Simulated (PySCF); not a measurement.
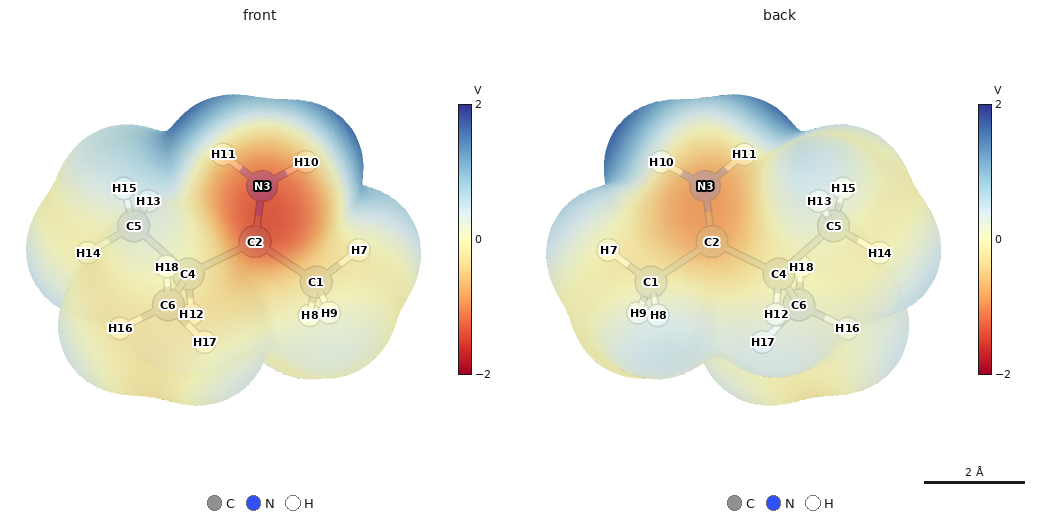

*C5H12N (doublet). The molecular electrostatic potential painted on the density surface at 0.002 e/bohr³, seen from the front and from behind; red is negative and blue positive.*

Geometry: GFN2-xTB.

Computed with UKS B3LYP, pcH-1 on C H N, non-relativistic, mean-field spin-orbit, GIAO in PySCF.

```xyz
18

C     1.7287   -0.9473   -0.8004
C     0.8238    0.0949   -0.2381
N     1.3332    0.8391    0.8410
C    -0.6599   -0.0901   -0.3134
C    -1.4098    1.2466   -0.3812
C    -1.1928   -0.9178    0.8711
H     2.7373   -0.5520   -0.9275
H     1.3634   -1.2814   -1.7698
H     1.8066   -1.8313   -0.1532
H     2.3151    1.0594    0.7447
H     0.7846    1.6585    1.0607
H    -0.8741   -0.6436   -1.2344
H    -1.0012    1.8744   -1.1704
H    -2.4634    1.0750   -0.5897
H    -1.3407    1.7810    0.5642
H    -2.2708   -1.0437    0.7936
H    -0.7263   -1.8993    0.8836
H    -0.9624   -0.4161    1.8074
```

### Where is the surface potential most negative and most positive?

The most negative region (about −1.4 V) lies over N3, the most positive (about +1.6 V) over H10 and H11. N3 is the likeliest acceptor of a hydrogen bond.
